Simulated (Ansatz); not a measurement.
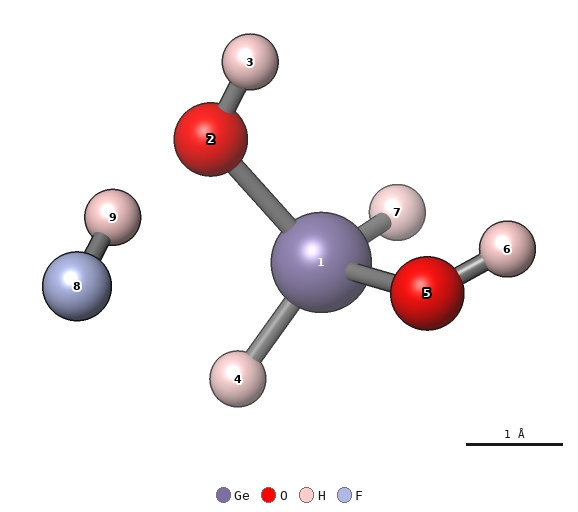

The structure as given in the input (ball-and-stick view, seen at a tilt; atoms are numbered from 1 in the order of the input). Sticks mark near contacts. Bond lengths as drawn: F–H 0.94 Å, Ge–H 1.52 to 1.54 Å, Ge–O 1.77 to 1.80 Å and H–O 0.96 Å.

Nudged elastic band of GeH5O2F

GeH5O2F, computed with RKS PBE0/def2-SVP (Ansatz 0.2.0).

It belongs to a series of runs on one base structure; here: band between the two ends. Figures and captions count atoms from 1; the log counts them from 0 in places.

The program's output:
```
Engine: ansatz 0.2.0, aarch64-unknown-linux-gnu
Functional definition: PBE0
  parameter a = 0.25
  parameter kappa = 0.804
  parameter beta = 0.06672455060314922
  exchange = (1 - a)*pbe_x(kappa = kappa, mu = beta*pi^2/3) + a*exact_x
  correlation = pbe_c(beta = beta)
1029 factors; integrals over basis functions are off by at most 6.0e-4 eV
mean field evaluation 1: about -63377.5794 eV, gradient 6.8e1 eV
mean field evaluation 2: about -63365.4624 eV, gradient 1.1e2 eV
mean field evaluation 4: about -63385.1573 eV, gradient 4.3e0 eV
mean field evaluation 8: about -63385.2016 eV, gradient 3.4e-2 eV
mean field -63385.20161359 eV, -2329.3631952668 hartree, gradient 2.2e-5 eV, S^2 0.000000; 0 other end points of the search recorded, 0 dependent functions left out
the calculation of the forces begins
reference -63385.20163637 eV, -2329.3631961040 hartree; 31, 31 occupied and 68, 68 virtual orbitals, 1029 factors
1030 factors; integrals over basis functions are off by at most 1.3e-3 eV
mean field evaluation 16: about -63377.7481 eV, gradient 6.9e1 eV
mean field -63385.52169121 eV, -2329.3749579021 hartree, gradient 2.0e-5 eV, S^2 0.000000; 0 other end points of the search recorded, 0 dependent functions left out
[... from here on the field's lines of each further geometry are left out, up to the last ...]
NEB iter   1: max|band force component| = 5.192e0 eV/Å  barrier→ = 2.5214 eV  barrier← = 2.8415 eV  Δτ_max = 0.2000 Å  (227 SCF iters)
NEB iter   2: max|band force component| = 1.872e0 eV/Å  barrier→ = 1.0666 eV  barrier← = 1.3866 eV  Δτ_max = 0.1989 Å  (217 SCF iters)
NEB iter   3: max|band force component| = 9.761e-1 eV/Å  barrier→ = 0.8304 eV  barrier← = 1.1505 eV  Δτ_max = 0.2000 Å  (199 SCF iters)
NEB iter   4: max|band force component| = 1.005e0 eV/Å  barrier→ = 0.7461 eV  barrier← = 1.0662 eV  Δτ_max = 0.0994 Å  (198 SCF iters)
NEB iter   5: max|band force component| = 6.682e-1 eV/Å  barrier→ = 0.7257 eV  barrier← = 1.0457 eV  Δτ_max = 0.0783 Å  (201 SCF iters)
NEB iter   6: max|band force component| = 4.476e-1 eV/Å  barrier→ = 0.6920 eV  barrier← = 1.0120 eV  CI = image 4  Δτ_max = 0.0995 Å  (201 SCF iters)
NEB iter   7: max|band force component| = 3.485e-1 eV/Å  barrier→ = 0.6951 eV  barrier← = 1.0152 eV  CI = image 4  Δτ_max = 0.0813 Å  (194 SCF iters)
NEB iter   8: max|band force component| = 1.853e-1 eV/Å  barrier→ = 0.6789 eV  barrier← = 0.9990 eV  CI = image 4  Δτ_max = 0.0998 Å  (193 SCF iters)
NEB iter   9: max|band force component| = 1.343e-1 eV/Å  barrier→ = 0.6673 eV  barrier← = 0.9873 eV  CI = image 4  Δτ_max = 0.1008 Å  (199 SCF iters)
NEB iter  10: max|band force component| = 2.057e-1 eV/Å  barrier→ = 0.6652 eV  barrier← = 0.9853 eV  CI = image 4  Δτ_max = 0.0502 Å  (201 SCF iters)
NEB iter  11: max|band force component| = 1.480e-1 eV/Å  barrier→ = 0.6610 eV  barrier← = 0.9811 eV  CI = image 4  Δτ_max = 0.0501 Å  (196 SCF iters)
NEB iter  12: max|band force component| = 8.301e-2 eV/Å  barrier→ = 0.6607 eV  barrier← = 0.9808 eV  CI = image 4  Δτ_max = 0.0388 Å  (207 SCF iters)
NEB iter  13: max|band force component| = 8.218e-2 eV/Å  barrier→ = 0.6605 eV  barrier← = 0.9806 eV  CI = image 4  Δτ_max = 0.0196 Å  (197 SCF iters)
NEB iter  14: max|band force component| = 6.096e-2 eV/Å  barrier→ = 0.6605 eV  barrier← = 0.9806 eV  CI = image 4  Δτ_max = 0.0374 Å  (175 SCF iters)
the calculation of the forces begins
reference -63385.45637735 eV, -2329.3725576622 hartree; 31, 31 occupied and 68, 68 virtual orbitals, 1031 factors
1030 factors; integrals over basis functions are off by at most 1.3e-3 eV
mean field -63384.54114003 eV, -2329.3389233111 hartree, gradient 1.3e-5 eV, S^2 0.000000; 1 other end points of the search recorded, 0 dependent functions left out
the calculation of the forces begins
reference -63384.54116352 eV, -2329.3389241743 hartree; 31, 31 occupied and 68, 68 virtual orbitals, 1030 factors
NEB iter  15: max|band force component| = 2.904e-2 eV/Å  barrier→ = 0.6605 eV  barrier← = 0.9806 eV  CI = image 4  Δτ_max = 0.0000 Å  (361 SCF iters)
```

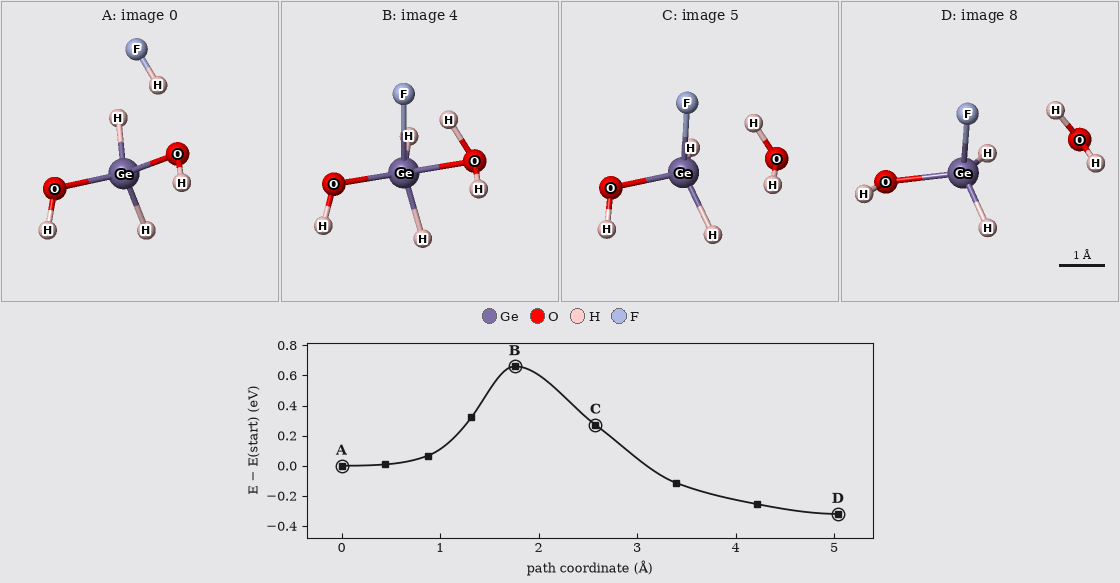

Images of the last band (counted from 0; ball-and-stick, seen at a tilt) above the energy along the path; the line is a cubic interpolation that uses the forces. The highest image is number 4, 0.660 eV above the start and 0.981 eV above the end (the climbing image); the end lies 0.320 eV below the start. The path is 5.04 Å long. The band converged in 15 iterations.

```
Total energy: -63384.54116352 eV, -2329.3389241743 hartree
Atom 0 at     0.052272     0.185701    -0.023814 Å, force     0.000638     0.000936    -0.000182 eV/Å
Atom 1 at     0.083329    -0.020581     1.952298 Å, force     0.000795    -0.009057     0.001184 eV/Å
Atom 2 at    -0.782698    -0.100101     2.370879 Å, force     0.000085     0.004164     0.000057 eV/Å
Atom 3 at     1.444007    -0.028290    -0.617915 Å, force     0.001981    -0.000572    -0.000533 eV/Å
Atom 4 at    -1.069724     1.364015    -0.728895 Å, force    -0.000521     0.002322     0.001243 eV/Å
Atom 5 at    -1.820229     0.899327    -1.115860 Å, force     0.000302    -0.001751    -0.000313 eV/Å
Atom 6 at    -0.777809    -1.133202    -0.174736 Å, force    -0.001079     0.000228    -0.000722 eV/Å
Atom 7 at     0.829487     1.793095     0.954102 Å, force    -0.002908    -0.003313     0.001556 eV/Å
Atom 8 at     0.474265     1.026137     1.851542 Å, force     0.000708     0.007044    -0.002290 eV/Å
Dipole moment:    -0.468031    -0.517248     0.173590 e Å
this run last wrote the band of iteration 15 to [file]
```

The last band as extended XYZ (Å, eV, eV/Å):
```
9
Properties=species:S:1:pos:R:3:forces:R:3 image=0 energy=-63385.20161
Ge   -0.1529   -0.1268   -0.1062   -0.0016  -0.0031  -0.0147
O    -0.0749    0.0655    1.6839    0.0001  -0.0013   0.0049
H    -0.9313    0.0645    2.1255   -0.0060  -0.0001   0.0072
H     1.2709    0.1251   -0.5733    0.0072   0.0038  -0.0006
O    -1.2171    1.1151   -0.7784    0.0013   0.0023   0.0020
H    -2.1167    0.8106   -0.9349   -0.0004   0.0003   0.0014
H    -0.7436   -1.5185   -0.4015   -0.0027  -0.0055   0.0018
F     1.4811    2.0817    1.6016    0.0042   0.0041   0.0017
H     0.9174    1.3689    1.8509   -0.0021  -0.0004  -0.0037
9
Properties=species:S:1:pos:R:3:forces:R:3 image=1 energy=-63385.19298
Ge   -0.1314   -0.1372   -0.0784   -0.0039  -0.0083  -0.0056
O    -0.0285    0.0157    1.7166   -0.0072   0.0070  -0.0096
H    -0.8614   -0.1099    2.1844   -0.0072   0.0107  -0.0084
H     1.3053    0.0110   -0.5503   -0.0033   0.0039  -0.0026
O    -1.1096    1.1775   -0.7396   -0.0040  -0.0097  -0.0160
H    -2.0190    0.9231   -0.9251   -0.0153  -0.0045   0.0120
H    -0.8268   -1.4801   -0.3761    0.0054  -0.0127  -0.0047
F     1.2934    2.1578    1.4420    0.0246   0.0096   0.0284
H     0.8109    1.4281    1.7941    0.0109   0.0041   0.0066
9
Properties=species:S:1:pos:R:3:forces:R:3 image=2 energy=-63385.13417
Ge   -0.0966   -0.0836   -0.0226   -0.0425  -0.0829  -0.0187
O     0.0229   -0.0320    1.7858   -0.0309   0.0099  -0.0456
H    -0.8053   -0.1856    2.2538   -0.0253  -0.0161  -0.0473
H     1.3376   -0.0167   -0.5260   -0.0267  -0.0029   0.0373
O    -1.0819    1.2568   -0.6265   -0.0047  -0.0465   0.0182
H    -1.8996    0.9378   -1.0222   -0.0313   0.0148   0.0221
H    -0.8581   -1.3854   -0.3335   -0.0129  -0.0912  -0.0621
F     1.0970    2.0943    1.2168    0.1147   0.1167   0.0964
H     0.7169    1.4005    1.7421    0.0598   0.0983  -0.0003
9
Properties=species:S:1:pos:R:3:forces:R:3 image=3 energy=-63384.88047
Ge   -0.0284    0.0430    0.0038   -0.1566  -0.2972   0.0595
O     0.0610   -0.0446    1.8624   -0.0927  -0.0592  -0.1781
H    -0.7789   -0.1554    2.3224   -0.0553  -0.1249  -0.1256
H     1.3866   -0.0131   -0.5695   -0.0883   0.0275   0.1498
O    -1.0686    1.3189   -0.6627    0.0473  -0.0844   0.1187
H    -1.8412    0.9099   -1.0704    0.0085   0.0455   0.0451
H    -0.8286   -1.2485   -0.2387   -0.0968  -0.2342  -0.1642
F     0.9182    1.9195    1.0737    0.1829   0.2570   0.2911
H     0.6128    1.2564    1.7466    0.2510   0.4698  -0.1964
9
Properties=species:S:1:pos:R:3:forces:R:3 image=4 energy=-63384.54114
Ge    0.0523    0.1857   -0.0238    0.0006   0.0009  -0.0002
O     0.0833   -0.0206    1.9523    0.0008  -0.0091   0.0012
H    -0.7827   -0.1001    2.3709    0.0001   0.0042   0.0001
H     1.4440   -0.0283   -0.6179    0.0020  -0.0006  -0.0005
O    -1.0697    1.3640   -0.7289   -0.0005   0.0023   0.0012
H    -1.8202    0.8993   -1.1159    0.0003  -0.0018  -0.0003
H    -0.7778   -1.1332   -0.1747   -0.0011   0.0002  -0.0007
F     0.8295    1.7931    0.9541   -0.0029  -0.0033   0.0016
H     0.4743    1.0261    1.8515    0.0007   0.0070  -0.0023
9
Properties=species:S:1:pos:R:3:forces:R:3 image=5 energy=-63384.92948
Ge    0.0832    0.3547   -0.1901    0.0287   0.0932  -0.1117
O     0.2185   -0.1248    2.2328    0.0690  -0.0855   0.1748
H    -0.6978   -0.1300    2.5318    0.0191  -0.0053   0.0984
H     1.4115    0.0055   -0.8657   -0.0047   0.0097  -0.1386
O    -1.0830    1.3672   -1.0594    0.0141   0.0171  -0.2202
H    -1.9023    0.8844   -1.2036   -0.0255  -0.0032  -0.0823
H    -0.7540   -0.9269    0.0551    0.0115   0.1354   0.1414
F     0.6834    1.7382    0.7863   -0.0923  -0.0334  -0.0823
H     0.4732    0.8178    2.1804   -0.0200  -0.1280   0.2206
9
Properties=species:S:1:pos:R:3:forces:R:3 image=6 energy=-63385.31545
Ge    0.0302    0.4105   -0.3648   -0.0315   0.0091  -0.0503
O     0.3905   -0.2126    2.5440    0.0523  -0.0567   0.1593
H    -0.5527   -0.2026    2.7408    0.0362  -0.0290   0.0649
H     1.3636    0.0826   -1.0278   -0.0153   0.0268  -0.0546
O    -1.0592    1.2227   -1.4877    0.0301  -0.0237  -0.2000
H    -1.9791    1.0284   -1.2803   -0.0088   0.0617  -0.0413
H    -0.7468   -0.7521    0.2545    0.0055   0.0692   0.0791
F     0.4176    1.6981    0.7770   -0.0922  -0.0123  -0.0064
H     0.5688    0.7110    2.3119    0.0236  -0.0451   0.0495
9
Properties=species:S:1:pos:R:3:forces:R:3 image=7 energy=-63385.45635
Ge   -0.1243    0.4079   -0.3170   -0.0335  -0.0090  -0.0031
O     0.6834   -0.2202    2.4868    0.0300  -0.0175   0.0017
H    -0.2019   -0.3599    2.8423    0.0468  -0.0330   0.0146
H     1.2656    0.0411   -0.8207   -0.0096  -0.0052   0.0367
O    -1.0010    1.0917   -1.6891    0.0221  -0.0265  -0.0310
H    -1.9414    1.1923   -1.5054    0.0182   0.0371  -0.0415
H    -0.9971   -0.6562    0.3502   -0.0342   0.0169   0.0111
F     0.0570    1.7567    0.8026   -0.0577   0.0158   0.0139
H     0.6925    0.7327    2.3178    0.0179   0.0214  -0.0024
9
Properties=species:S:1:pos:R:3:forces:R:3 image=8 energy=-63385.52169
Ge   -0.2744    0.3808   -0.2106   -0.0084  -0.0075  -0.0056
O     0.8792   -0.1606    2.2561    0.0005   0.0032  -0.0037
H     0.2178   -0.4990    2.8698   -0.0007  -0.0010   0.0016
H     1.1442   -0.0488   -0.5458    0.0016  -0.0008  -0.0015
O    -0.9159    0.9997   -1.7393    0.0070   0.0046  -0.0102
H    -1.8206    1.3241   -1.6790    0.0013  -0.0028   0.0068
H    -1.2761   -0.5995    0.4091   -0.0014  -0.0016   0.0043
F    -0.2466    1.7936    0.8465   -0.0006   0.0048   0.0081
H     0.7252    0.7958    2.2609    0.0007   0.0009   0.0001
```

This output came from the following input.

The input:
```yaml
crystal:
  periodic: [false, false, false]
  atoms:
    - { symbol: Ge, position_ang: [-0.152905, -0.126847, -0.106213] }
    - { symbol: O, position_ang: [-0.074888, 0.065503, 1.683879] }
    - { symbol: H, position_ang: [-0.931343, 0.064491, 2.125524] }
    - { symbol: H, position_ang: [1.270902, 0.125128, -0.57325] }
    - { symbol: O, position_ang: [-1.217108, 1.115097, -0.778432] }
    - { symbol: H, position_ang: [-2.116691, 0.81061, -0.934901] }
    - { symbol: H, position_ang: [-0.743638, -1.518469, -0.401453] }
    - { symbol: F, position_ang: [1.481139, 2.081712, 1.601577] }
    - { symbol: H, position_ang: [0.917432, 1.368876, 1.850869] }
basis:
  gaussian: { orbitals: def2-SVP }
hamiltonian:
  xc: pbe0
neb:
  order_check: false
  images: 7
  f_tol: 0.05
  max_iterations: 60
  final_atoms:
    - { symbol: Ge, position_ang: [-0.27435273, 0.38082393, -0.21057465] }
    - { symbol: O, position_ang: [0.87919845, -0.160564, 2.25605073] }
    - { symbol: H, position_ang: [0.21784461, -0.49898715, 2.86980335] }
    - { symbol: H, position_ang: [1.14417285, -0.04877699, -0.54579561] }
    - { symbol: O, position_ang: [-0.91594348, 0.99969011, -1.7393105] }
    - { symbol: H, position_ang: [-1.82056686, 1.324068, -1.67900627] }
    - { symbol: H, position_ang: [-1.27611021, -0.59954368, 0.40905499] }
    - { symbol: F, position_ang: [-0.24655317, 1.79363623, 0.84649638] }
    - { symbol: H, position_ang: [0.72521053, 0.79575454, 2.26088159] }
  initial_path:
    images:
      - { positions_ang: [[-0.152905, -0.126847, -0.106213], [-0.074888, 0.065503, 1.683879], [-0.931343, 0.064491, 2.125524], [1.270902, 0.125128, -0.57325], [-1.217108, 1.115097, -0.778432], [-2.116691, 0.81061, -0.934901], [-0.743638, -1.518469, -0.401453], [1.481139, 2.081712, 1.601577], [0.917432, 1.368876, 1.850869]] }
      - { positions_ang: [[-0.11272191, -0.09799169, -0.07633182], [-0.0488825, 0.0642872, 1.79590409], [-0.91559496, -0.01042814, 2.21623785], [1.31906289, 0.09711422, -0.55960895], [-1.13119705, 1.18317845, -0.73761833], [-2.0440997, 0.88841712, -0.90595097], [-0.73027303, -1.46723132, -0.41406555], [1.28729817, 2.00019338, 1.34390261], [0.8093081, 1.32856178, 1.80513107]] }
      - { positions_ang: [[-0.07253882, -0.06913638, -0.04645063], [-0.022877, 0.0630714, 1.90792919], [-0.89984691, -0.08534728, 2.3069517], [1.36722377, 0.06910043, -0.5459679], [-1.0452861, 1.25125989, -0.69680467], [-1.9715084, 0.96622424, -0.87700095], [-0.71690807, -1.41599363, -0.4266781], [1.09345733, 1.91867476, 1.08622822], [0.7011842, 1.28824755, 1.75939314]] }
      - { positions_ang: [[-0.03235573, -0.04028107, -0.01656945], [0.00312849, 0.06185561, 2.01995428], [-0.88409887, -0.16026641, 2.39766555], [1.41538466, 0.04108665, -0.53232685], [-0.95937515, 1.31934134, -0.655991], [-1.89891711, 1.04403137, -0.84805092], [-0.7035431, -1.36475595, -0.43929065], [0.8996165, 1.83715614, 0.82855383], [0.5930603, 1.24793333, 1.71365522]] }
      - { positions_ang: [[0.00782736, -0.01142576, 0.01331173], [0.02913399, 0.06063981, 2.13197937], [-0.86835083, -0.23518555, 2.4883794], [1.46354554, 0.01307286, -0.5186858], [-0.87346419, 1.38742278, -0.61517734], [-1.82632581, 1.12183849, -0.81910089], [-0.69017813, -1.31351826, -0.4519032], [0.70577567, 1.75563752, 0.57087944], [0.4849364, 1.20761911, 1.66791729]] }
      - { positions_ang: [[-0.06271767, 0.08663666, -0.04265986], [0.24165011, 0.00533886, 2.16299721], [-0.59680197, -0.30113595, 2.58373539], [1.38370237, -0.0023896, -0.52546326], [-0.88408401, 1.29048962, -0.89621063], [-1.82488607, 1.17239587, -1.03407724], [-0.83666115, -1.13502461, -0.23666365], [0.46769346, 1.7651372, 0.63978367], [0.54500494, 1.10465296, 1.81615836]] }
      - { positions_ang: [[-0.13326269, 0.18469909, -0.09863146], [0.45416622, -0.04996209, 2.19401505], [-0.32525311, -0.36708635, 2.67909137], [1.3038592, -0.01785207, -0.53224071], [-0.89470384, 1.19355645, -1.17724392], [-1.82344633, 1.22295325, -1.24905358], [-0.98314417, -0.95653097, -0.0214241], [0.22961125, 1.77463688, 0.70868791], [0.60507347, 1.00168682, 1.96439944]] }
      - { positions_ang: [[-0.20380771, 0.28276151, -0.15460306], [0.66668234, -0.10526304, 2.22503289], [-0.05370425, -0.43303675, 2.77444736], [1.22401603, -0.03331453, -0.53901816], [-0.90532366, 1.09662328, -1.45827721], [-1.8220066, 1.27351062, -1.46402993], [-1.12962719, -0.77803732, 0.19381544], [-0.00847096, 1.78413655, 0.77759214], [0.665142, 0.89872068, 2.11264052]] }
      - { positions_ang: [[-0.27435273, 0.38082393, -0.21057465], [0.87919845, -0.160564, 2.25605073], [0.21784461, -0.49898715, 2.86980335], [1.14417285, -0.04877699, -0.54579561], [-0.91594348, 0.99969011, -1.7393105], [-1.82056686, 1.324068, -1.67900627], [-1.27611021, -0.59954368, 0.40905499], [-0.24655317, 1.79363623, 0.84649638], [0.72521053, 0.79575454, 2.26088159]] }
```

Run as:
```bash
ansatz run input.yaml --threads 2 --pin off --max-ram 3072MiB --backend cpu --events-out ev --progress --plain --runs-dir out
```

Summary:

| quantity | value |
| --- | --- |
| outcome | converged |
| barrier, forward | 0.660 eV |
| barrier, backward | 0.981 eV |
| hardware | 2 threads of Arm Neoverse V2, 24 GiB of memory available, shared host |
| wall time | 3.4 min (CPU time 6.6 min) |
| peak memory | 0.22 GiB |

Notes:

The order of the saddle point was not checked.
